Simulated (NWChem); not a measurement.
**AlBrF (SMILES [F][Al][Br]): UB3LYP/def2-SVPD**

Aim: the vertical ionisation energy of AlBrF at UB3LYP/def2-SVPD, from 2 runs. 

The results are computed with NWChem 7.3.0.

### 1 The molecule

AlBrF: 3 atoms, total charge 0, spin state doublet. As SMILES, `[F][Al][Br]`. Geometry: relaxed at PBE0-D4/def2-TZVP.

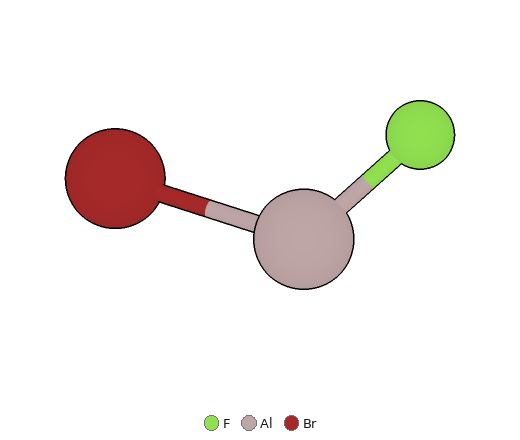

The structure, seen from a chosen angle (fluorine green, aluminium light grey, bromine red).

### 2 A single-point energy at UB3LYP/def2-SVPD

job.nw reads:

```
start job
memory 2200 mb
charge 0

geometry units angstroms noautosym nocenter noautoz
  F       -1.120000       1.016600      -0.510500
  Al      -0.440000      -0.468200      -0.288800
  Br       1.549000      -0.613200       0.786200
end

basis "ao basis" spherical bse
  * library def2-SVPD
end

dft
  xc b3lyp
  mult 2
  grid fine
  convergence energy 1e-08
  maxiter 100
  mulliken
  print low
end

task dft energy
```

Started as:

```console
$ nwchem job.nw > job.out
```

The log of the run:

```text
[...]
 d= 0,ls=0.0,diis     1  -2916.0376994692 -3.11D+03  9.54D-03  1.75D-01     1.1
[...]
 d= 0,ls=0.0,diis    11  -2916.1210145880 -2.92D-09  1.42D-07  5.32D-10     8.9
[...]
         Total DFT energy =    -2916.121014587959
      One electron energy =    -4443.234433045717
           Coulomb energy =     1454.565656534089
    Exchange-Corr. energy =     -120.533169580970
 Nuclear repulsion energy =      193.080931504638
[...]
      Total Density - Mulliken Population Analysis
     ---------------------------------------------
    Atom       Charge   Shell Charges
 -----------   ------   -------------------------------------------------------
    1 F    9     9.56   1.99  1.13  0.80  0.03  3.35  2.03  0.21  0.00  0.02
    2 Al  13    12.09   2.00  1.98  0.93  0.14  0.02  5.92  0.64  0.24  0.20  0.01
    3 Br  35    35.36   2.00  2.00  1.99  1.48  0.45  0.05  6.00  5.98  2.39  2.85  0.14  8.19  1.75  0.08  0.01
[...]
      <S2> =      0.7514 (Exact =     0.7500)
[...]
```

It took 9.6 s on 1 thread of AMD EPYC 9R45 (Zen 5), shared host; peak memory 0.12 GiB.

### 3 The singlet cation, same level

albrf.nw reads:

```
START albrf
TITLE "AlBrF B3LYP"
memory total 2200 mb
charge 1
GEOMETRY units atomic noautosym nocenter noautoz
   F  -2.11649326  1.92109558 -0.96470519
   Al -0.83147949 -0.88476977 -0.54575290
   Br  2.92718577 -1.15878006  1.48570268
END
BASIS spherical bse
   F library def2-SVPD
   Al library def2-SVPD
   Br library def2-SVPD
END
DFT
   xc b3lyp
   grid fine
   convergence energy 1e-08
   iterations 100
   mulliken
   noprint "final vectors analysis"
END
TASK dft
```

Started as:

```console
$ nwchem albrf.nw > albrf.out
```

The log of the run:

```text
[...]
          Wavefunction type:  closed shell.
          No. of atoms     :     3
          No. of electrons :    56
[...]
          Charge           :     1
          Spin multiplicity:     1
[...]
          AO basis - number of functions:    88
[...]
              XC Information
              --------------
                         B3LYP Method XC Potential
                     Hartree-Fock (Exact) Exchange  0.200
                        Slater Exchange Functional  0.800 local
                    Becke 1988 Exchange Functional  0.720 non-local
              Lee-Yang-Parr Correlation Functional  0.810
                  VWN I RPA Correlation Functional  0.190 local
[...]
 d= 0,ls=0.0,diis     1  -2915.3620754786 -3.11D+03  4.76D-02  7.82D+00     0.9
[...]
 d= 0,ls=0.0,diis    12  -2915.7867051734 -7.89D-09  1.16D-06  9.57D-10     7.3
         Total DFT energy =    -2915.786705173357
      One electron energy =    -4429.059173502375
           Coulomb energy =     1440.419545116736
    Exchange-Corr. energy =     -120.227994395054
 Nuclear repulsion energy =      193.080917607337
[...]
      Total Density - Mulliken Population Analysis
     ---------------------------------------------
    Atom       Charge   Shell Charges
 -----------   ------   -------------------------------------------------------
    1 F    9     9.48   1.99  1.14  0.79  0.03  3.32  1.99  0.19  0.00  0.02
    2 Al  13    11.47   2.00  1.98  0.81 -0.18  0.05  5.92  0.59  0.11  0.19 -0.00
    3 Br  35    35.06   2.00  2.00  1.99  1.52  0.42  0.04  6.00  5.97  2.34  2.64  0.09  8.19  1.75  0.08  0.02
[...]
```

It took 7.8 s on 1 thread of AMD EPYC 9R45 (Zen 5), shared host; peak memory 0.11 GiB.

### 4 What came out

At UB3LYP/def2-SVPD:

| quantity | value |
| --- | --- |
| doublet AlBrF: total energy | -2916.12101 Eh |
| doublet AlBrF: ⟨S²⟩ | 0.751 |
| singlet cation: total energy | -2915.78671 Eh |
| vertical ionisation energy (to the singlet cation) | 9.097 eV |

Removing an electron at fixed nuclei costs 9.10 eV (878 kJ/mol). Only the singlet of the ionised species was computed; a triplet could lie lower. Mulliken charges (doublet AlBrF) run from -0.56 on F1 to +0.91 on Al2; in a basis this large or diffuse they mean little. Mulliken charges (singlet cation) run from -0.48 on F1 to +1.53 on Al2; in a basis this large or diffuse they mean little.
